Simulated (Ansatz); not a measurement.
```xyz
16

C     1.0710   -3.4576   -2.0057
C     0.9141   -2.3854   -1.0479
C     1.7207   -0.5952    2.5839
C     3.0220   -1.3582    2.3674
Cl    2.5572    1.1443   -0.3127
Ga    0.9856    0.2301    0.9462
N     0.7997   -1.5228   -0.2933
H     1.7620   -3.1384   -2.7993
H     0.0983   -3.7077   -2.4523
H     1.4808   -4.3474   -1.5071
H    -0.4321    0.8690    0.7426
H     0.9463   -1.2462    3.0259
H     1.8718    0.2232    3.3093
H     3.4420   -1.7500    3.3094
H     2.8792   -2.2217    1.6963
H     3.7878   -0.7188    1.9011
```

Geometry: PBE0-D3(BJ)/def2-SVP.

All numbers below come from isolated molecule in a Gaussian basis; Kohn-Sham density functional theory, functional PBE0 (Ansatz 0.2.0).

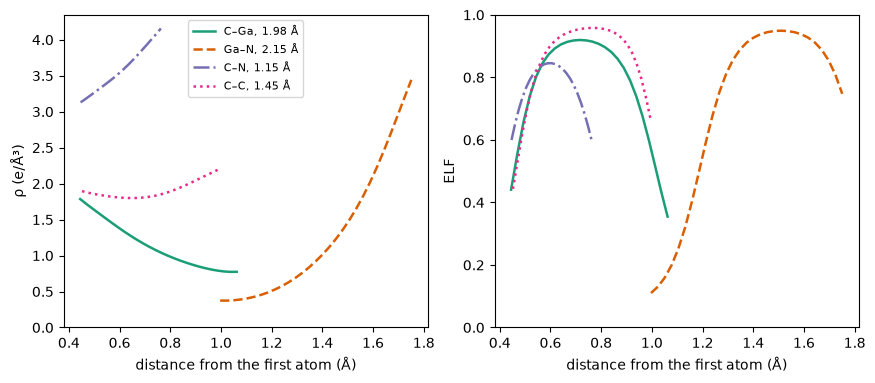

C₄H₉ClGaN. Electron density and ELF along straight lines between neighbouring atoms. The curves leave out the atomic cores.

What can be read from the curves?

Answer. C–Ga (1.98 Å): the density is about 0.79 e/Å³ at the midpoint; the ELF peaks at about 0.90 in the valence shell of C, 0.7 Å from its nucleus, and is about 0.60 at the midpoint.
Ga–N (2.15 Å): ρ at the midpoint is about 0.39 e/Å³; the ELF peaks at about 0.95 in the valence shell of N, 0.6 Å from its nucleus, and is about 0.20 at the midpoint.
C–N (1.15 Å): the density is about 3.5 e/Å³ at the midpoint; the ELF peaks at about 0.85 between the atoms: a multiple bond.
C–C (1.45 Å): the density is about 1.8 e/Å³ at the midpoint; the ELF peaks at about 0.95 between the atoms (a covalent bond).
